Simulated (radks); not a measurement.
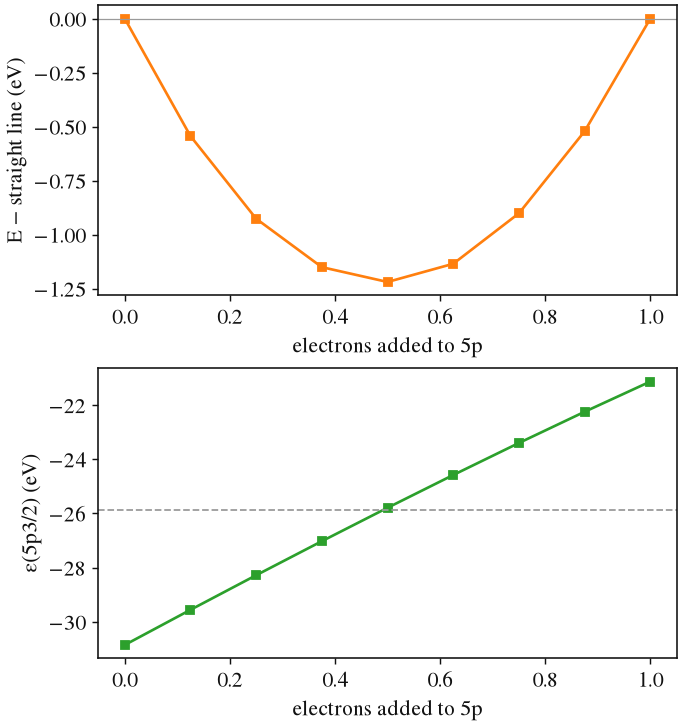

Level of theory: Dirac Kohn-Sham, PBEsol, spin-unpolarised, spherical densities, point nucleus. Computed with the in-house radial solver radks. The occupation of the 5p shell is varied from Nd⁺ ([Kr] 4d10 4f4 5s2 5p5 6s2 (4f5/2: 4, 5p1/2: 2, 5p3/2: 3)) to Nd ([Xe] 4f4 6s2 (4f5/2: 4)), with spherical fractional occupations. The plot shows the total energy less the straight line between the end points, and the eigenvalue of 5p3/2 (the dashed line is minus the energy to take the whole electron out).

### Describe the curve.

The curve is convex (below the straight line), with the largest deviation among the points computed, −1.22 eV, at 0.5. The end points differ by 25.9 eV, the energy to take the electron out. The eigenvalue, which is the slope of the energy (Janak's theorem), moves from −30.9 eV at 0 to −21.1 eV at 1; for a straight line it would stay constant, and a parabola would sag by an eighth of this change, scaled to a whole electron, 1.22 eV. Convexity is the mark of the delocalisation error, which puts fractional charges too low; for p, d and f shells the spherical spreading of the fraction adds to it. The shell lies under occupied ones, so the straight line is a guide here rather than an exact condition.
